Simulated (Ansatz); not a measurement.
## Electronic structure of ClH3OSi2 (SMILES [SiH3]O[Si]Cl) in real space

Input

```
basis:
  gaussian:
    orbitals: def2-TZVPD
crystal:
  periodic: [false, false, false]
  atoms:
    - {symbol: Cl, position_ang: [-3.893250, -0.468880, 0.553459]}
    - {symbol: O, position_ang: [-1.323995, -0.921910, -0.775606]}
    - {symbol: Si, position_ang: [-0.487894, 0.322700, 0.001297]}
    - {symbol: Si, position_ang: [-2.809242, -1.644712, -0.862292]}
    - {symbol: H, position_ang: [-1.131801, 1.628593, -0.310438]}
    - {symbol: H, position_ang: [0.905301, 0.305004, -0.517702]}
    - {symbol: H, position_ang: [-0.487775, 0.084018, 1.471050]}
output: {forces: true, orbitals: {seedname: orbitals}}
hamiltonian:
  xc: {name: PBE0}
```

Launched as:

```sh
ansatz run input.yaml --threads 2 --pin off --max-ram 4350MiB --events-out events.jsonl --progress --plain --runs-dir runs
```

Geometry: r2SCAN-D4/def2-SVP.

Computed with isolated molecule in a Gaussian basis; Kohn-Sham density functional theory, functional PBE0 in Ansatz.

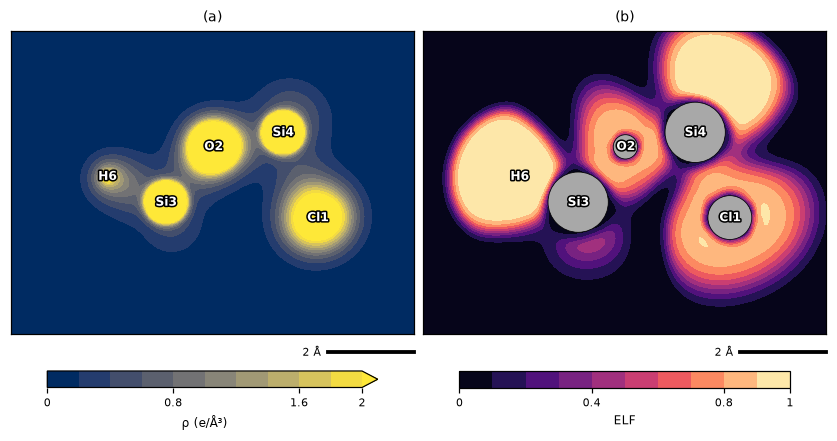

Figure 1. (a) electron density; (b) ELF on the plane of atoms Si3, O2 and Si4. Grey discs cover the atomic cores in the ELF map.

**Describe what can be read from this map.**

The section cuts through Cl, O, Si and H sites. Si–O (1.65 Å): ρ is about 1.1 e/Å³ halfway; the ELF peaks at about 0.85 between the atoms; a polar covalent bond. Si–Cl (2.14 Å): ρ is about 0.78 e/Å³ halfway; the ELF peaks at about 0.85 between the atoms, as expected for a shared but strongly polarised pair. Si–H (1.49 Å): ρ at the midpoint is about 0.83 e/Å³; the ELF climbs to about 1 towards the hydrogen, as it does in any bond to H. The ELF also peaks beside Cl1, O2 and Si4, away from the bonds: lone-pair regions.

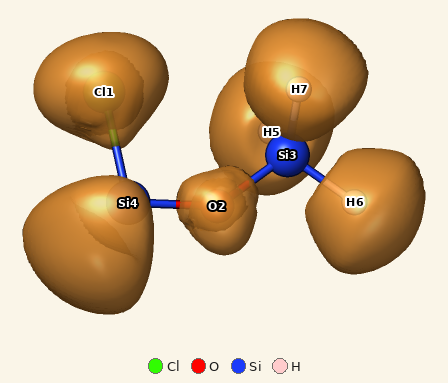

Figure 2. Isosurface of the electron localisation function at 0.8 (orange), seen at a tilt. Core shells and regions of very low density are left out.

**What do the ELF domains correspond to?**

The ELF exceeds this value in three regions around hydrogen nuclei, one region on Cl in which the atom's valence shell and bonds are merged, one lobe on Si, pointing away from the bonds (lone pairs) and one region wrapped around O (its lone pairs, merged into a ring or cap).

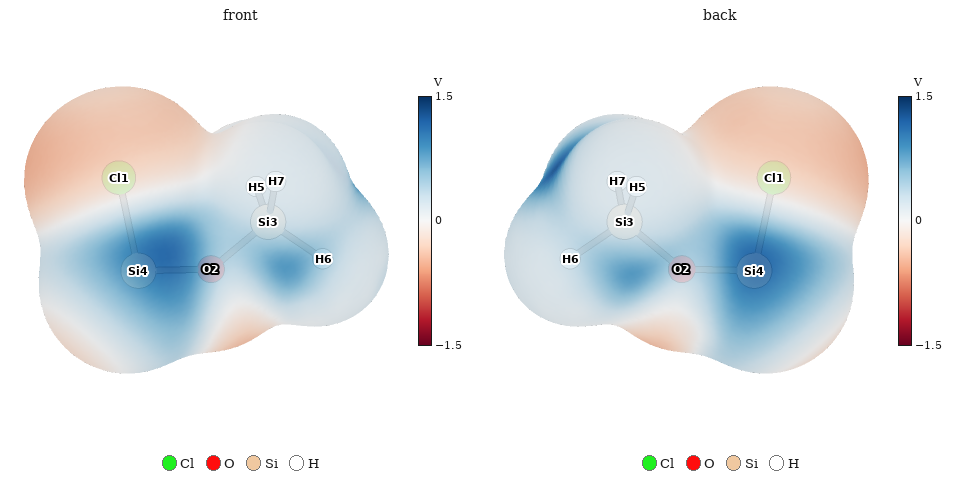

Figure 3. The electrostatic potential painted on the density surface at 0.001 e/bohr³, seen from the front and from behind; the colour scale runs from red (negative) to blue (positive).

**Describe the electrostatic potential map.**

The most negative region (about −0.5 V, or −12 kcal/mol for a unit charge) lies over Cl1, the most positive (about +1.2 V, or +28 kcal/mol for a unit charge) over Si3 and Si4.

**How polar is the molecule by this calculation?**

Its dipole moment is 1.19 D.
